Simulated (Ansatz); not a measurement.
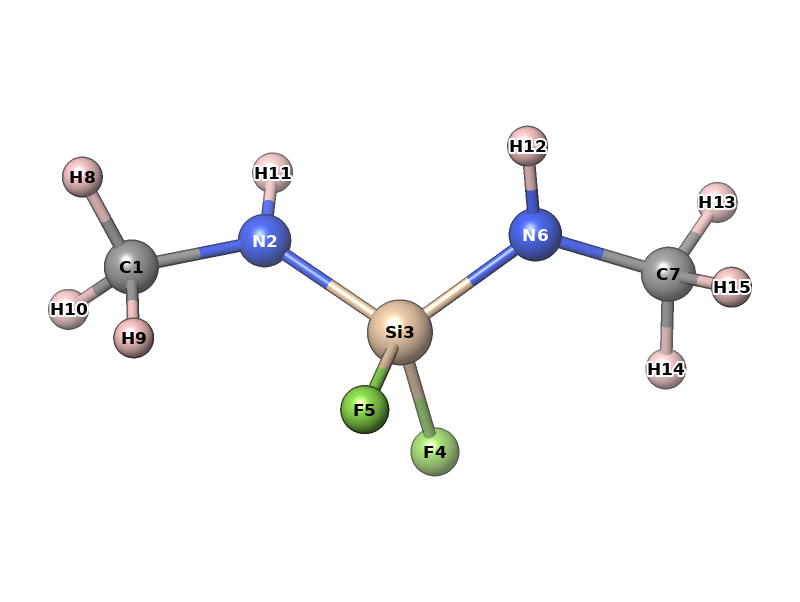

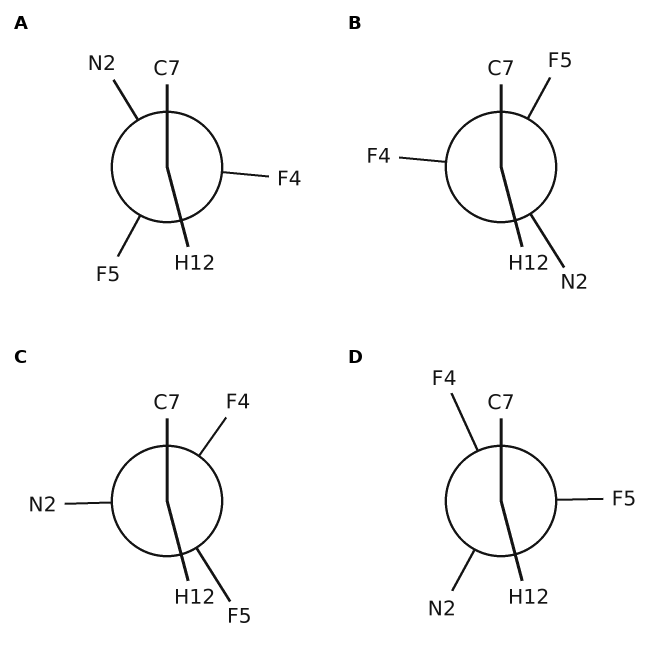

Depth is shown by fading: the farther an atom, the more it takes the colour of the background. Bonds that would overlap in a projection are set slightly apart. The geometry was computed by an optimisation with PBE-D4/def2-SVP. No frequency run is at hand to confirm it as a minimum.

> Which Newman projection shows the view along N6–Si3, with N6 in front?

D. The torsion angle C7–N6–Si3–F4 is −25°, synperiplanar.
